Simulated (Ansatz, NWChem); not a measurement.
## Ligand exchange: InH2Cl + BH(CH3)(SiH3) → SiH3(InH2) + BH(CH3)Cl

Species: InH2Cl `[Cl][InH2]`, singlet; BH(CH3)(SiH3), singlet; SiH3(InH2), singlet; BH(CH3)Cl, singlet. The partners trade Cl for SiH3: In–Cl and B–SiH3 bonds give way to In–SiH3 and B–Cl.

Shapes, held fixed at every level: PBE0-D4/def2-TZVP. Programs: Ansatz 0.2.0. Electronic energies: no zero-point or thermal term.

```csv
level,kind,ΔE (kJ/mol),less CCSD(T)/def2-TZVPP
HF/def2-TZVPP,Hartree–Fock,-5.2,+17.5
SPW92/def2-TZVPP,LDA,-32.8,-10.1
B3LYP-D4/def2-TZVPP,global hybrid,-18.5,+4.2
BHLYP-D4/def2-TZVPP,global hybrid,-15.4,+7.3
PBE0-D4/def2-TZVPP,global hybrid,-23.3,-0.6
wB97M-V/def2-TZVPP,range-separated hybrid,-22.3,+0.4
CCSD(T)/def2-SVP,coupled cluster or CI,-32.0,-9.3
CCSD(T)/def2-TZVPP,coupled cluster or CI,-22.7,0.0
```

The highest level, CCSD(T)/def2-TZVPP, gives ΔE = -22.7 kJ/mol; the levels span -32.8 to -5.2. The column of differences is taken from that level and isn't an error. No measured value is set beside it here. For atoms past krypton def2 sets carry core potentials with scalar relativity. Outer-core shells of In are correlated, in sets that cover them unevenly.

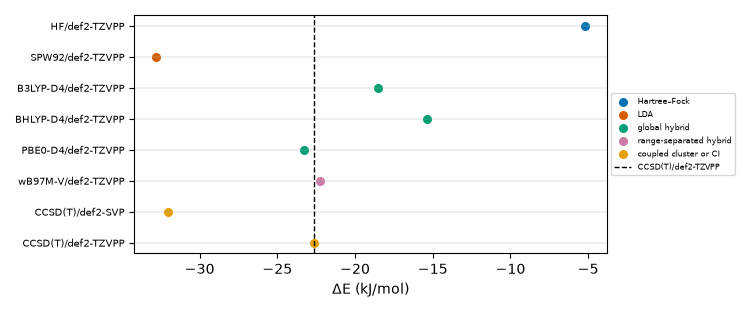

The values of the table, level by level.
